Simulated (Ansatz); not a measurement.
**BH$_{8}$NO$_{3}$Si: density, localisation and related maps**

```xyz
14

B    -1.0851    0.2576   -0.0898
N     0.5058    0.2403   -0.8527
O    -1.6574    1.4826   -0.4987
O    -1.7651   -0.8651   -0.6204
O    -0.6479    0.1739    1.2879
Si    1.7313   -0.4724    0.2609
H    -1.6273    2.1004    0.2352
H    -1.4648   -1.6795   -0.2101
H    -1.3393   -0.1899    1.8478
H     0.3752   -0.2774   -1.7230
H     0.6938    1.2093   -1.1133
H     2.0540    0.4908    1.3384
H     2.9706   -0.7013   -0.5507
H     1.2432   -1.7984    0.7175
```

Geometry: PBE0-D4/def2-SVP.

The calculation used isolated molecule in a Gaussian basis; Kohn-Sham density functional theory, functional PBE0 (Ansatz 0.2.0).

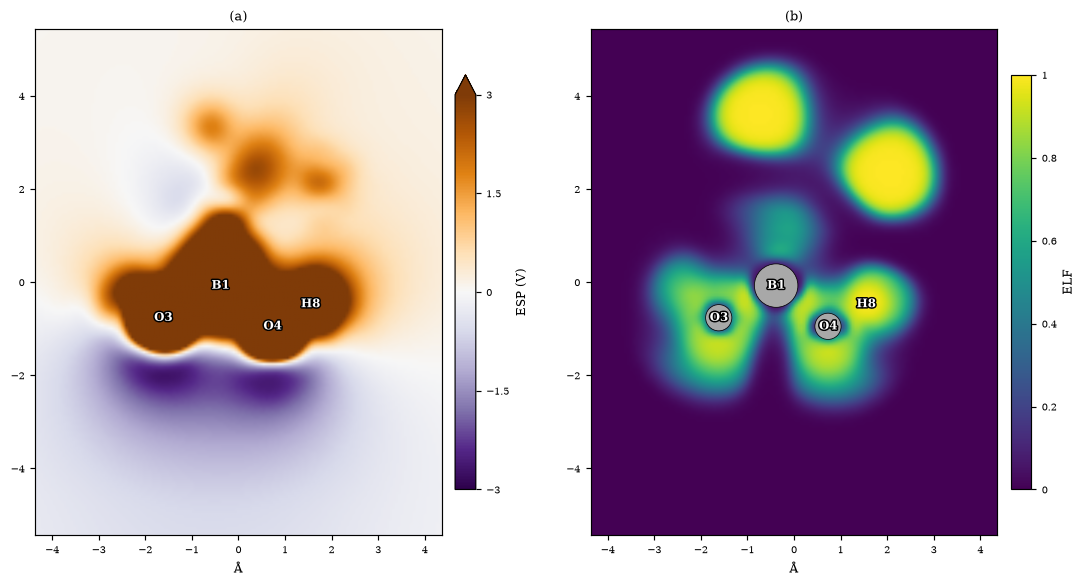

Figure 1. (a) electrostatic potential; (b) electron localisation function on the plane of atoms O3, B1 and O4. Grey discs cover the atomic cores in the ELF map.

### Read the bonding off the picture.

- The plane passes through B, O and H nuclei.
- B–O (1.41 Å): the ELF peaks at about 0.90 between the atoms, as expected for a polar covalent bond.
- O–H (0.96 Å): the ELF climbs to about 1 towards the hydrogen, as it does in any bond to H (a covalent bond by its length).
- The ELF also peaks beside O4 and O3, away from the bonds: lone-pair regions.
- Outside the dense part of the molecule the potential is most negative (−2.7 V) near O3.

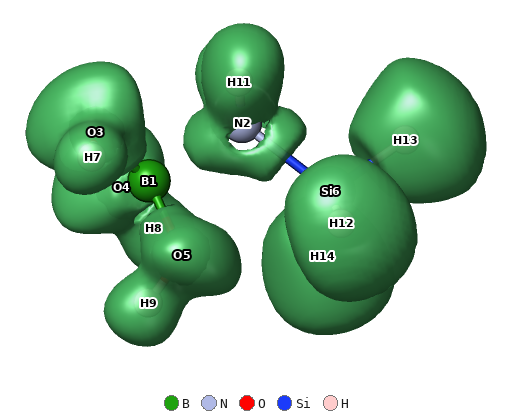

Figure 2. Isosurface of the ELF at 0.75 (green), seen at a tilt. Core shells and regions of very low density are left out.

### What do the ELF domains correspond to?

At this value the surface marks out three regions around hydrogen nuclei, one joined region spread over several atoms (H, N), in which their bonds and any lone pairs are merged and three joined regions spread over several atoms (H, O), in which their bonds and any lone pairs are merged. Along the contacts the grid gives the following. Si–N (1.80 Å): the ELF peaks at about 0.95 between the atoms: a polar covalent bond.

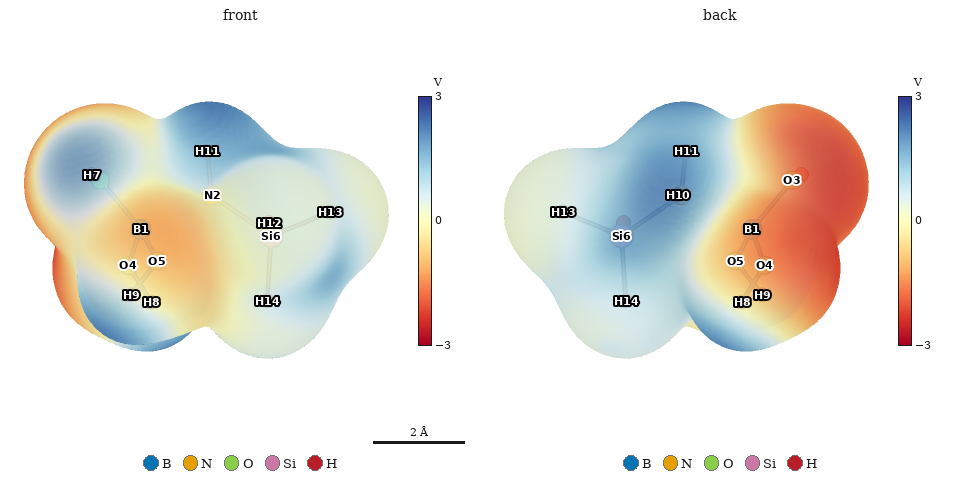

Figure 3. The molecular electrostatic potential painted on the density surface at 0.002 e/bohr³, seen from the front and from behind; red is negative and blue positive.

### Describe the electrostatic potential map.

The most negative region (about −2.3 V) lies over O3 and O4, the most positive (about +2.2 V) over H9, H10 and H11.

### What dipole moment does the calculation give?

Its dipole moment is 3.38 D.
